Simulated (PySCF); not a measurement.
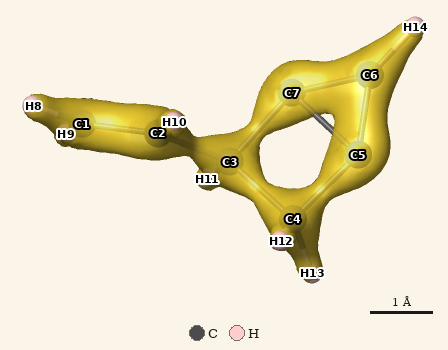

C7H7 (charge +1). Isosurface of the electron density at 1.5 e/Å³ (yellow), seen across its widest extent.

Geometry: GFN2-xTB.

These are results of CAM-B3LYP/def2-SVPD, SCF density, gas phase in PySCF, not measurements.

```xyz
14

C     2.3403   -0.6188   -0.4915
C     1.2480   -0.3415    0.1928
C     0.0060    0.2563   -0.4381
C    -0.7653    1.2752    0.3824
C    -1.9108    0.3556    0.5685
C    -2.3086   -0.8903    0.2555
C    -1.1165   -0.7373   -0.3668
H     3.2115   -1.0135    0.0031
H     2.4262   -0.4566   -1.5528
H     1.1772   -0.5253    1.2550
H     0.2131    0.5191   -1.4775
H    -0.3379    1.5724    1.3430
H    -1.0763    2.1886   -0.1297
H    -3.1077   -1.5843    0.3892
```

Q: What does this surface tell about the bonding?

A: At this value the surface is in one piece. It bridges the sampled C–C (1.32 Å), C–H (1.07 Å) and C–C (1.48 Å) contacts, where the density stays above the isovalue. On the grid the lowest density along these lines, outside the cores, is 2.4 e/Å³ (C–C, 1.32 Å), 2 e/Å³ (C–H, 1.07 Å) and 1.7 e/Å³ (C–C, 1.48 Å).
